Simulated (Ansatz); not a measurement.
# CH4FSi (SMILES [CH2][SiH2]F) at UB3LYP/6-31G(d) (spherical functions)

Aim: the electronic atomisation energy of CH4FSi at UB3LYP/6-31G* (spherical functions), from 5 runs. 

Program for the calculation: Ansatz 0.2.0.

59 further runs of the same task are left out: 1 that didn't finish, 58 set aside as unsound or not needed.

## (1) The molecule

CH4FSi: 7 atoms, total charge 0, spin state doublet. As SMILES, `[CH2][SiH2]F`. The shape is that of a PBE0-D4/def2-TZVP optimisation. This is one conformer, not always the lowest.

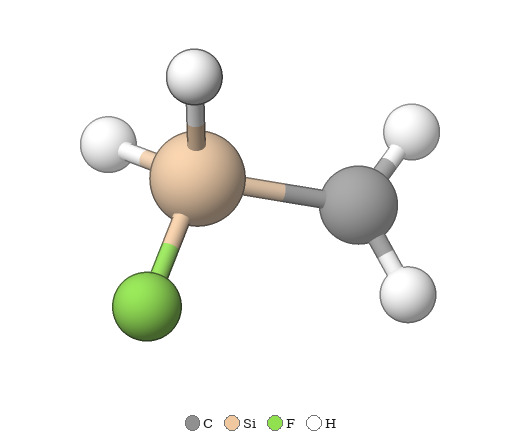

The structure, seen from a chosen angle (carbon grey, silicon light orange, fluorine green, hydrogen white).

## (2) A single-point energy at UB3LYP/6-31G(d) (spherical functions)

File molecule.yaml:

```yaml
crystal:
  periodic: [false, false, false]
  atoms:
    - symbol: C
      position_ang: [-0.871900, 0.281100, -0.615800]
    - symbol: Si
      position_ang: [0.588600, -0.157300, 0.392500]
    - symbol: F
      position_ang: [0.652600, -1.749500, 0.550500]
    - symbol: H
      position_ang: [-1.536000, -0.466000, -1.038500]
    - symbol: H
      position_ang: [-1.136000, 1.310700, -0.837900]
    - symbol: H
      position_ang: [0.509900, 0.430600, 1.755300]
    - symbol: H
      position_ang: [1.854000, 0.282500, -0.251700]
basis:
  gaussian: {orbitals: 6-31G_st_-spherical.json}
magnetization: {spin_polarized: true, initial_magnetization: 1}
hamiltonian: {xc: {name: B3LYP}}
accuracy: high
output: {orbitals: {seedname: orbitals}}
```

The basis set 6-31G* is read from a file made from the Basis Set Exchange's data (not shown).

On the command line:

```sh
$ ansatz run molecule.yaml --threads 1 --pin off --max-ram 3480MiB --events-out events.jsonl --progress --plain --runs-dir runs
```

The log of the run:

```text
Warning: RAYON_NUM_THREADS=1 ignored (pool sized by the plan → 1); use --threads N
Functional definition: B3LYP
  name "B3LYP"
  parameter a0 = 0.2
  parameter ax = 0.72
  parameter ac = 0.81
  exchange = (1 - a0 - ax)*slater_x + ax*b88_x + a0*exact_x
  correlation = (1 - ac)*vwn_rpa_c + ac*lyp_c
1209 factors; integrals over basis functions are off by at most 3.7e-9 eV
mean field evaluation 1: about -11692.9436 eV, gradient 2.9e1 eV
mean field evaluation 2: about -11691.1272 eV, gradient 3.7e1 eV
mean field evaluation 4: about -11696.3296 eV, gradient 1.5e0 eV
mean field evaluation 8: about -11696.4702 eV, gradient 2.6e-2 eV
mean field evaluation 16: about -11696.4702 eV, gradient 1.6e-5 eV
mean field -11696.47017758 eV, -429.8373508739 hartree, gradient 4.5e-8 eV, S^2 0.753396; 0 other end points of the search recorded, 0 dependent functions left out
reference -11696.47021268 eV, -429.8373521639 hartree; 17, 16 occupied and 37, 38 virtual orbitals, 1209 factors
Total energy: -11696.47021268 eV, -429.8373521639 hartree
```

It took 5.1 s on 1 thread of Arm Neoverse V2, shared host; peak memory 0.21 GiB.

## (3) The C atom, same level

File molecule.yaml:

```yaml
crystal:
  periodic: [false, false, false]
  atoms:
    - symbol: C
      position_ang: [0.000000, 0.000000, 0.000000]
basis:
  gaussian:
    orbitals: 6-31G_st_-spherical.json
magnetization:
  spin_polarized: true
  initial_magnetization: 2
hamiltonian:
  xc: {name: B3LYP}
accuracy: high
```

The basis set 6-31G* is read from a file made from the Basis Set Exchange's data (not shown).

Run the same way, it converges to -37.84469 Eh (log not shown).

## (4) The F atom at the same level

File molecule.yaml:

```yaml
crystal:
  periodic: [false, false, false]
  atoms:
    - {symbol: F, position_ang: [0.000000, 0.000000, 0.000000]}
basis:
  gaussian: {orbitals: 6-31G_st_-spherical.json}
magnetization: {spin_polarized: true, initial_magnetization: 1}
hamiltonian: {xc: {name: B3LYP}}
accuracy: high
```

The basis set 6-31G* is read from a file made from the Basis Set Exchange's data (not shown).

Run the same way, it converges to -99.71458 Eh (log not shown).

## (5) The H atom

File job.yaml:

```yaml
basis:
  gaussian:
    orbitals: "6-31G*"
crystal:
  periodic: [false, false, false]
  atoms:
    - {symbol: H, position_ang: [0.000000, 0.000000, 0.000000]}
magnetization:
  spin_polarized: true
  initial_magnetization: 1
hamiltonian:
  xc: {name: B3LYP}
accuracy: high
```

Run the same way, it converges to -0.50027 Eh (log not shown).

## (6) The Si atom at the same level

File job.yaml:

```yaml
crystal:
  periodic: [false, false, false]
  atoms:
    - {symbol: Si, position_ang: [0.000000, 0.000000, 0.000000]}
basis:
  gaussian:
    orbitals: 6-31G_st_-spherical.json
hamiltonian:
  xc: {name: B3LYP}
magnetization:
  spin_polarized: true
  initial_magnetization: 2
accuracy: high
total_charge: 0
```

The basis set 6-31G* is read from a file made from the Basis Set Exchange's data (not shown).

Run the same way, it converges to -289.36979 Eh (log not shown).

## (7) Results

Level: UB3LYP/6-31G* (spherical functions).

```
                                    quantity          value
                      molecule: total energy  -429.83735 Eh
molecule: HOMO energy (highest over α and β)       -6.66 eV
 molecule: LUMO energy (lowest over α and β)       -2.51 eV
                              molecule: ⟨S²⟩          0.753
                        C atom: total energy   -37.84469 Eh
                                C atom: ⟨S²⟩          2.002
                        F atom: total energy   -99.71458 Eh
                                F atom: ⟨S²⟩          0.751
                        H atom: total energy    -0.50027 Eh
                                H atom: ⟨S²⟩          0.750
                       Si atom: total energy  -289.36979 Eh
                               Si atom: ⟨S²⟩          2.002
               electronic atomisation energy      24.686 eV
```

**Reading.** Taking the molecule apart into free atoms costs 24.69 eV (2382 kJ/mol), before zero-point energy and without spin-orbit coupling.
